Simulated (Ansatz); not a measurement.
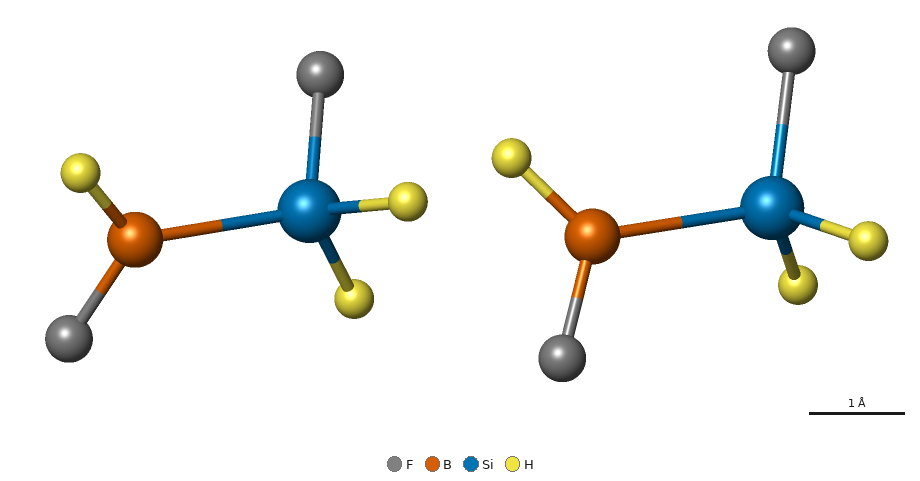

Two geometries of BSiH₃F₂, drawn at one scale. One is the start of a relaxation, the other its converged end. The picture is a ball-and-stick view, seen at a tilt.

The calculation used Ansatz, RKS B3LYP-D4/6-31G. Settings: no spin polarisation; force threshold 0.015 eV/Å; at most 40 steps.

### Which of the two is the end point?

The right one is the relaxed one. The run prepares an end point of a later path (torsion) calculation, from a guessed geometry. The atom that moves furthest after the best rigid fit is an F atom (0.83 Å). By element the largest moves are F 0.83 Å, H 0.76 Å, Si 0.06 Å, B 0.05 Å. Near-neighbour distances that change, for instance: F–Si 1.619 → 1.711 Å, B–Si 1.972 → 2.030 Å, B–F 1.314 → 1.369 Å, H–Si 1.464 → 1.504 Å. Bond angles that change, for instance: F–Si–H 102.4° → 107.9°, F–B–Si 121.1° → 116.2°, B–Si–H 115.8° → 111.1°. Groups turn about B–Si by about 60°. Over 13 accepted moves (15 points after the start) the energy falls by 38.2 kJ/mol. The largest force component goes from 3.3 to 0.0065 eV/Å. The line search rejected the trial steps at points 7, 13 of the run. The forces were under the threshold at step 9, but the run went on from there. The run took 14 s on 1 thread of Intel(R) Xeon(R) 6975P-C (Granite Rapids), on a shared host, peak memory 0.14 GiB.

Limits of the set-up: the basis has no polarisation functions, which atoms past neon need.
